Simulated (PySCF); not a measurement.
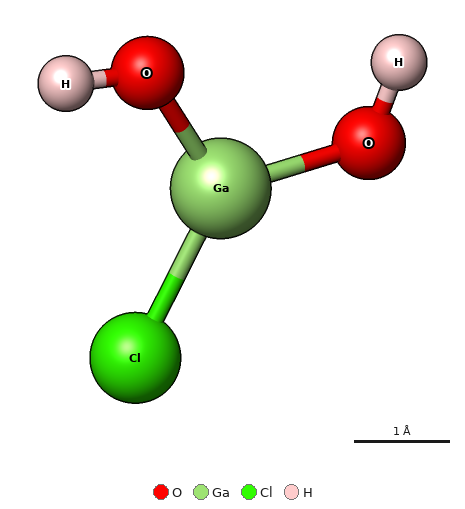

**Figure 1.** The input geometry (ball-and-stick view, seen at a tilt). Sticks mark near contacts. Bond lengths as drawn: Cl–Ga 2.04 Å, Ga–O 1.74 to 1.75 Å and H–O 0.94 to 0.95 Å.

Geometry relaxation, with input and output: GaH2ClO2

System: GaH2ClO2.
Method: PBE0-D3(BJ)/def2-SVP geometry optimisation, gas phase (PySCF 2.14.0).

### The input
```
{"job": {"xc": "PBE0", "basis": "def2-SVP", "d3": "d3bj", "grid": 2, "kind": "geom", "shake": 0.01}, "charge": 0, "multiplicity": 1}
O      0.714543     1.555733    -0.115573
Ga    -0.270855     0.178461     0.265612
O      0.219825    -1.282118    -0.561320
Cl    -1.835962     0.210391     1.578270
H      1.402456     1.417662    -0.755426
H     -0.208967    -2.112135    -0.434654
```

The first line tells a small driver script what to run in PySCF; the rest is the geometry in Å.

Machine: 1 CPU thread, shared host.

Launched with:
```bash
OMP_NUM_THREADS=1 python <driver script> task.json out
```

### Output
```
step   0  E = -2535.74426140  max force = 0.025629
step   1  E = -2535.74851631  max force = 0.012007
step   2  E = -2535.74932202  max force = 0.004419
step   3  E = -2535.74947929  max force = 0.000808
step   4  E = -2535.74949111  max force = 0.000282
optimisation converged
```

### Trajectory as extended XYZ (Å, eV, eV/Å), 5 frames, from step=0 to step=4
```
6
Properties=species:S:1:pos:R:3:forces:R:3 step=0 energy=-69001.11594
O     0.7145    1.5557   -0.1156   -0.1812   1.0299   0.4443
Ga   -0.2709    0.1785    0.2656    0.8578  -0.4507  -0.7954
O     0.2198   -1.2821   -0.5613    0.7548   0.3013  -0.5676
Cl   -1.8360    0.2104    1.5783   -1.3179   0.1310   1.1175
H     1.4025    1.4177   -0.7554    0.4676  -0.2269  -0.4590
H    -0.2090   -2.1121   -0.4346   -0.5811  -0.7846   0.2602
6
Properties=species:S:1:pos:R:3:forces:R:3 step=1 energy=-69001.23173
O     0.6503    1.6883    0.0454   -0.3120  -0.6174   0.0638
Ga   -0.2762    0.1843    0.3560    0.1505   0.2563  -0.0348
O     0.2168   -1.3115   -0.4978   -0.2677   0.3512   0.3269
Cl   -1.9319    0.2352    1.7398    0.3668  -0.0426  -0.3228
H     1.3507    1.5014   -0.5930    0.0013   0.0851   0.0304
H    -0.3427   -2.0559   -0.2442    0.0612  -0.0325  -0.0635
6
Properties=species:S:1:pos:R:3:forces:R:3 step=2 energy=-69001.25365
O     0.6410    1.6794    0.0500   -0.0421  -0.2273  -0.0357
Ga   -0.2645    0.1842    0.3490   -0.0463   0.1112   0.0690
O     0.2048   -1.3115   -0.4869   -0.1077   0.0597   0.1116
Cl   -1.9110    0.2306    1.7178    0.1401  -0.0243  -0.1263
H     1.3494    1.5173   -0.5855    0.0066   0.0875   0.0263
H    -0.3528   -2.0582   -0.2382    0.0495  -0.0069  -0.0448
6
Properties=species:S:1:pos:R:3:forces:R:3 step=3 energy=-69001.25793
O     0.6385    1.6720    0.0497    0.0415  -0.0178  -0.0409
Ga   -0.2638    0.1842    0.3477   -0.0357   0.0240   0.0353
O     0.1960   -1.3129   -0.4784   -0.0098  -0.0386   0.0001
Cl   -1.9038    0.2279    1.7074   -0.0059  -0.0035  -0.0010
H     1.3556    1.5365   -0.5810   -0.0073   0.0358   0.0211
H    -0.3555   -2.0660   -0.2391    0.0171   0.0002  -0.0146
6
Properties=species:S:1:pos:R:3:forces:R:3 step=4 energy=-69001.25825
O     0.6390    1.6706    0.0489    0.0115  -0.0052  -0.0116
Ga   -0.2655    0.1842    0.3487   -0.0002   0.0054   0.0004
O     0.1950   -1.3141   -0.4765    0.0012  -0.0115  -0.0013
Cl   -1.9062    0.2283    1.7061   -0.0145   0.0012   0.0072
H     1.3590    1.5426   -0.5793   -0.0021   0.0099   0.0085
H    -0.3543   -2.0698   -0.2416    0.0042   0.0001  -0.0033
```

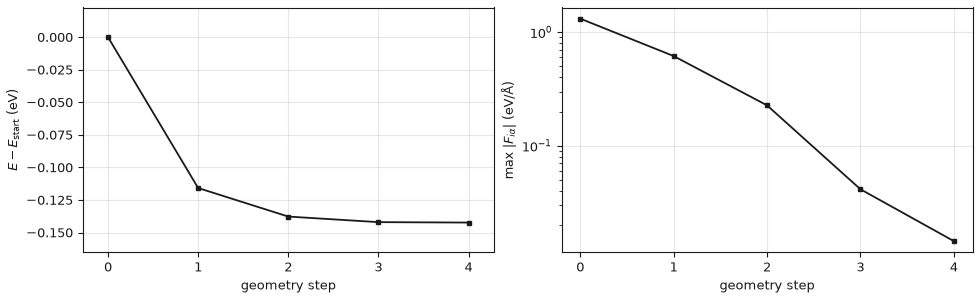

**Figure 2.** Progress of the relaxation, step by step (steps are counted from 0).

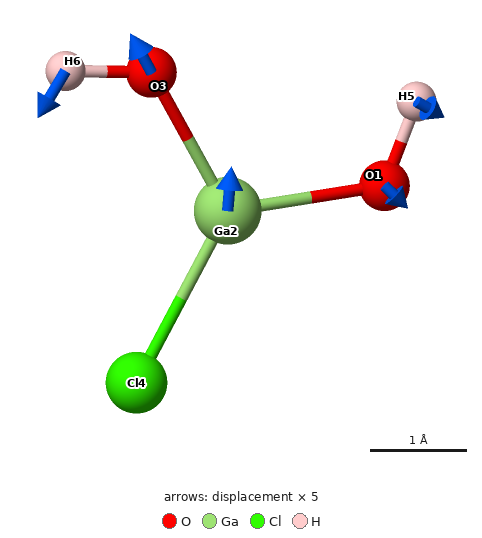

**Figure 3.** The starting structure with the displacements as blue arrows, magnified 5 times (ball-and-stick view, seen at a tilt). The two geometries are laid on each other by the best rigid fit. H6 moves most after the best rigid fit: 0.12 Å. Largest moves by element: H 0.12 Å, O 0.10 Å, Ga 0.09 Å, Cl 0.01 Å. Among the contacts that change: Ga2–Cl4 2.043 → 2.130 Å, O1–Ga2 1.736 → 1.766 Å, Ga2–O3 1.749 → 1.771 Å, O3–H6 0.943 → 0.963 Å. Among the angles that change: Ga2–O3–H6 123.0° → 113.7°, O1–Ga2–O3 113.6° → 120.0°, O1–Ga2–Cl4 124.3° → 119.0°. The energy falls by 0.142 eV in 4 geometry steps. Largest force component: 1.3 eV/Å at the start, 0.015 eV/Å at the end. (Atoms are counted from 1 in the order of the input.)

### Summary

| quantity | value |
| --- | --- |
| outcome | converged |
| total energy | −2535.749491 hartree |
| dipole moment | 1.76 D |
| point group | Cs |
| wall time | 33 s |
| peak memory | 0.42 GiB |
